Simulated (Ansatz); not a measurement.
## Fields on a plane of CaO (rock salt)

```
CaO
1.0
    0.00000     2.39740     2.39740
    2.39740     0.00000     2.39740
    2.39740     2.39740     0.00000
O Ca
1 1
Direct
  0.00000   0.00000   0.00000
  0.50000   0.50000   0.50000
```

The slice is a {110} plane (indices of the conventional cell) through the point (0.000, 0.000, 0.000) (fractional), spanned by u = [100] and v = [1 -1 -1] in vectors of this cell: u (3.39 Å) and v (4.79 Å, at 90° to u). It covers one period; positions are fractions (u, v).

Atoms on it: O at (0.00, 0.00); Ca at (0.00, 0.50).

Method: r2SCAN (plane waves to 500 eV, PAW, scalar-relativistic; Ansatz, a program for electronic structure). k mesh 12×12×12. Inside the PAW spheres the values are not all-electron values, and peaks at nuclei hang on which shells count as valence. CaO was relaxed with its symmetry unable to fall.

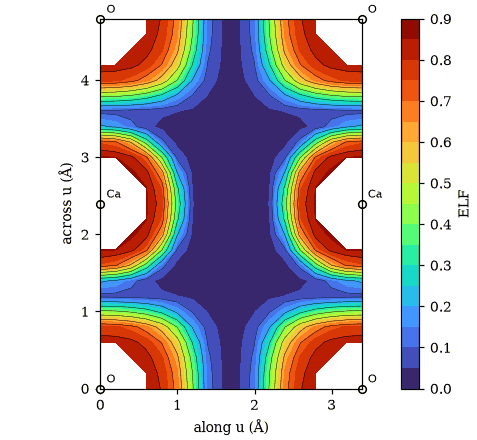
Electron localisation function (ELF), one period of the plane, atoms marked. Points within 0.5 Å of a nucleus are left white, as the pseudised field means little there.

```
|xxxxxxxxxx@@@@%%####%%@@@@xxxxxxxx|
|xxxxxxxxxx@@@@%%####%%@@@@xxxxxxxx|
|xxxxxxxxxx@@@@%%%%%%%%@@@@xxxxxxxx|
|xxxxxxxx@@@@@@%%%%%%%%@@@@@@xxxxxx|
|xx##%%%%%%%%%%%%%%%%%%%%%%%%%%%%##|
|====++**####%%%%%%%%%%%%####**++==|
|xx    ::==**####%%%%####**==::    |
|xxxxxxxx..==**##%%%%##**==..xxxxxx|
|xxxxxxxxxx..++########++..xxxxxxxx|
|xxxxxxxxxx  ==**####**==  xxxxxxxx|
|xxxxxxxxxx  --**####**--  xxxxxxxx|
|xxxxxxxxxxxx::**####**::xxxxxxxxxx|
|xxxxxxxxxx  --**####**--  xxxxxxxx|
|xxxxxxxxxx  ==**####**==  xxxxxxxx|
|xxxxxxxxxx..++########++..xxxxxxxx|
|xxxxxxxx..==**##%%%%##**==..xxxxxx|
|xx    ::==**####%%%%####**==::    |
|====++**####%%%%%%%%%%%%####**++==|
|xx##%%%%%%%%%%%%%%%%%%%%%%%%%%%%##|
|xxxxxxxx@@@@@@%%%%%%%%@@@@@@xxxxxx|
|xxxxxxxxxx@@@@%%%%%%%%@@@@xxxxxxxx|
|xxxxxxxxxx@@@@%%####%%@@@@xxxxxxxx|
|xxxxxxxxxx@@@@%%####%%@@@@xxxxxxxx|
|xxxxxxxxxxxx@@%%####%%@@xxxxxxxxxx|
```
Scale: ten equal steps from 0.00 (start of ' ') to 8.54 (end of '@'), in the order ' .:-=+*#%@'. Values: electrostatic potential energy of an electron, from the cell's mean, in eV. The map has 17 points along u (two characters each, u = 0 at the left) and 24 along v (v = 0 in the bottom row). Points within 1 Å of a nucleus are blanked (x), as the pseudised field means little there. Values under 0 eV are set to 0. The zero, the cell's mean, hangs on the PAW cores.

* **Density on the O–Ca line (2.40 Å) at its midpoint**: 0.25 e/Å³
* **ELF at that point**: 0.08
* **Character of the O–Ca contact (rough rule: ELF there above 0.7 covalent, below 0.2 ionic, polar between)**: closed-shell (ionic)
